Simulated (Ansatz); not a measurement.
# Calculations on AlSiH$_{5}$OClF

## 1. Relaxation

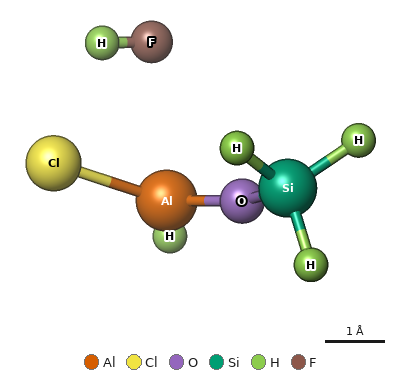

Starting structure of AlSiH$_{5}$OClF. The picture is a ball-and-stick view, seen from a free direction.

The run prepares an end point of a later path (reaction) calculation, from a guessed geometry.

Method: RKS PBE0-D4/6-31G* (Ansatz).

Input
```yaml
crystal:
  periodic: [false, false, false]
  atoms:
    - { symbol: Al, position_ang: [-0.341595, -0.234019, -0.049404] }
    - { symbol: Cl, position_ang: [-0.146618, -0.460019, 2.130667] }
    - { symbol: O, position_ang: [0.932732, -0.796818, -0.998396] }
    - { symbol: Si, position_ang: [2.402544, -1.47212, -1.313427] }
    - { symbol: H, position_ang: [2.210622, -2.79023, -1.977677] }
    - { symbol: H, position_ang: [3.178052, -0.581434, -2.218596] }
    - { symbol: H, position_ang: [3.17874, -1.678323, -0.058785] }
    - { symbol: H, position_ang: [-1.716139, 0.240443, -0.63353] }
    - { symbol: F, position_ang: [0.496632, 2.356212, 0.873334] }
    - { symbol: H, position_ang: [0.437229, 2.010608, 1.736513] }
basis:
  gaussian: { orbitals: "6-31G*" }
hamiltonian:
  xc: pbe0
  dispersion: d4
relax:
  f_tol: 0.03
  max_steps: 50
```

Run as
```bash
ansatz run input.yaml --threads 2 --pin off --max-ram 3072MiB --backend cpu --events-out ev --progress --plain --runs-dir out
```

> What does the optimiser find from here?

After 7 geometry steps the energy has fallen by 47.0 kJ/mol. Largest force component: 1 eV/Å at the start, 0.025 eV/Å at the end. The largest move after the best rigid fit is that of F9, 0.62 Å. Largest moves by element: F 0.62 Å, H 0.46 Å, Al 0.29 Å, O 0.20 Å, Si 0.12 Å, Cl 0.06 Å. Some distances before and after: Al1–F9 2.875 → 2.002 Å, Al1–H10 2.972 → 2.301 Å, F9–H10 0.932 → 0.963 Å, Al1–Cl2 2.200 → 2.172 Å. New bonds form, among them: Al1–F9 (2.87 → 2.00 Å). The run took 50 s on 2 threads of Arm Neoverse N1 (shared host), peak memory 0.21 GiB.

The structure at the end:

```xyz
10

Al   -0.2820    0.0316    0.0420
Cl   -0.1425   -0.4103    2.1640
O     0.9570   -0.6170   -0.9176
Si    2.3737   -1.3722   -1.2492
H     2.1223   -2.6886   -1.8991
H     3.1926   -0.5357   -2.1717
H     3.1660   -1.6071   -0.0065
H    -1.7117    0.3440   -0.5293
F     0.4450    1.8235    0.5591
H     0.5117    1.6261    1.4989
```

The end point in the same view:

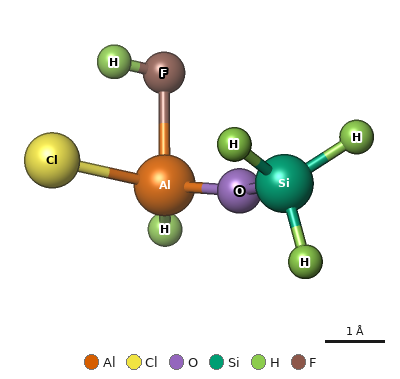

Limits of the set-up: the start holds two separate molecules, 2.6 Å apart at their closest, whose relative position is a soft coordinate.

## 2. Relaxation

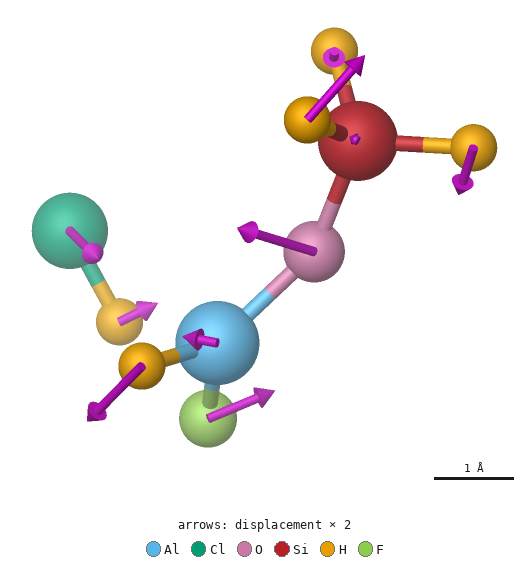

A relaxation of AlSiH5OClF. The starting structure is drawn; purple arrows show the displacements, 2 times their true length. The two geometries are superimposed by the best rigid fit.

Style: ball-and-stick. Shown from a free direction.

The run prepares an end point of a later path (reaction) calculation, from a guessed geometry.

Method: RKS PBE0-D4/6-31G* (Ansatz 0.2.0).

The input:
```yaml
crystal:
  periodic: [false, false, false]
  atoms:
    - { symbol: Al, position_ang: [-0.04129, 0.5091, -0.507552] }
    - { symbol: Cl, position_ang: [0.164238, 0.022278, 2.876793] }
    - { symbol: O, position_ang: [1.492981, -0.095804, -0.883676] }
    - { symbol: Si, position_ang: [2.378529, -1.418413, -1.326763] }
    - { symbol: H, position_ang: [1.507392, -2.472439, -1.926864] }
    - { symbol: H, position_ang: [3.404236, -1.021809, -2.328051] }
    - { symbol: H, position_ang: [3.064967, -1.995819, -0.139144] }
    - { symbol: H, position_ang: [-1.396383, -0.119692, -0.993548] }
    - { symbol: F, position_ang: [-0.091317, 1.939793, 0.366222] }
    - { symbol: H, position_ang: [0.148847, 1.247105, 2.353283] }
basis:
  gaussian: { orbitals: "6-31G*" }
hamiltonian:
  xc: pbe0
  dispersion: d4
relax:
  f_tol: 0.03
  max_steps: 50
```

Run as
```bash
ansatz run input.yaml --threads 2 --pin off --max-ram 3072MiB --backend cpu --events-out ev --progress --plain --runs-dir out
```

> Describe the change and its energy.

Over 23 accepted moves (26 points after the start) the energy falls by 15.9 kJ/mol. Largest force component: 1.1 eV/Å at the start, 0.015 eV/Å at the end. The line search rejected the trial steps at points 16, 19, 21 of the run. The forces were under the threshold at step 12, but the run went on from there. The largest move after the best rigid fit is that of O3, 0.70 Å. Largest moves by element: O 0.70 Å, H 0.64 Å, Cl 0.62 Å, F 0.47 Å, Al 0.25 Å, Si 0.06 Å. Near-neighbour distances that change, for instance: Al1–Cl2 3.425 → 2.630 Å, Cl2–H10 1.332 → 1.295 Å, O3–Si4 1.652 → 1.636 Å. New bonds form, among them: Al1–Cl2 (3.43 → 2.63 Å). Bond angles that change, for instance: Al1–O3–Si4 146.3° → 166.1°, O3–Al1–H8 124.8° → 121.8°. Cost: 2.7 min on 2 threads of Arm Neoverse N1, on a shared host, peak memory 0.21 GiB.

## 3. Path

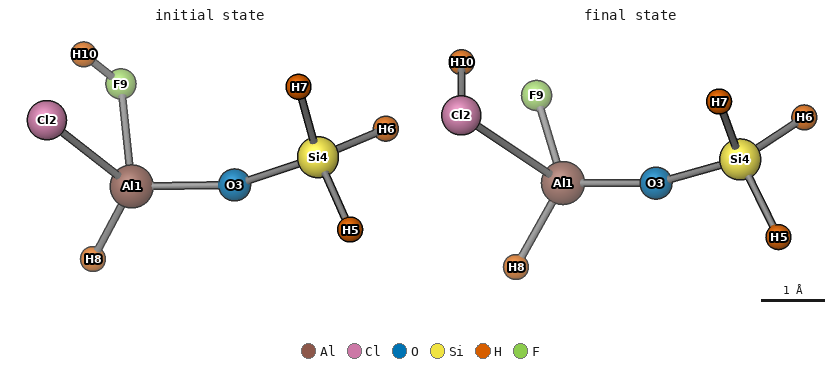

The two relaxed end points of a path for AlSiH₅OClF. The picture is a ball-and-stick view, seen at a tilt.

Method: RKS PBE0-D4/6-31G* (Ansatz 0.2.0).

Run with 7 movable images; climbing image; force threshold 0.03 eV/Å; iteration limit 56.

Start:
```xyz
10

Al   -0.2809    0.0344    0.0434
Cl   -0.1404   -0.4086    2.1651
O     0.9558   -0.6165   -0.9176
Si    2.3705   -1.3747   -1.2507
H     2.1157   -2.6903   -1.9009
H     3.1904   -0.5396   -2.1737
H     3.1635   -1.6118   -0.0089
H    -1.7104    0.3501   -0.5265
F     0.4504    1.8245    0.5604
H     0.5176    1.6267    1.5001
```

End:
```xyz
10

Al   -0.1926    0.4000   -0.2809
Cl    0.0512   -0.0350    2.3012
O     1.0018   -0.6137   -0.9241
Si    2.3836   -1.4146   -1.2763
H     2.0735   -2.7007   -1.9622
H     3.2562   -0.6027   -2.1721
H     3.1502   -1.7230   -0.0334
H    -1.7234    0.1309   -0.5191
F     0.2712    1.9387    0.2002
H     0.3605    1.2143    2.1575
```

What barrier does the band find between them, and by what path?

Answer. The highest point, image 5, lies 23.1 kJ/mol above the start and 10.7 kJ/mol above the end; the end is at +12.5 kJ/mol relative to the start. A hydrogen atom shifts from one atom to another. Breaking: F9–H10 (0.96 → 1.27 at the top → 2.09 Å). Forming: Cl2–H10 (2.24 → 1.48 at the top → 1.30 Å). The band converged in 33 iterations. The largest component of the band force went from 2.9 to 0.023 eV/Å. The climbing image converged on the top of the path. Its vibrational analysis gives one imaginary mode (556i cm⁻¹), as a transition state must have.

Energies of the converged images:

```csv
image,path (Å),E (kJ/mol)
0,0.00,0.0
1,0.27,0.0
2,0.54,0.1
3,0.82,1.4
4,1.09,10.8
5,1.36,23.1
6,1.70,14.9
7,2.04,12.7
8,2.39,12.5
```

The geometry at the top of the path:

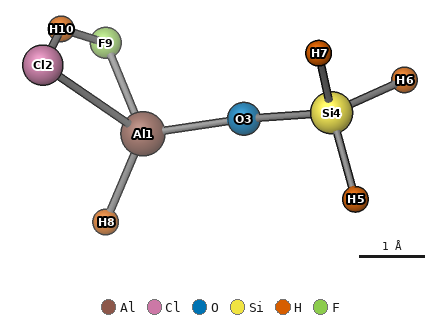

Cost: 18 min on 2 threads of Arm Neoverse N1, with other jobs on the host, peak memory 0.23 GiB.
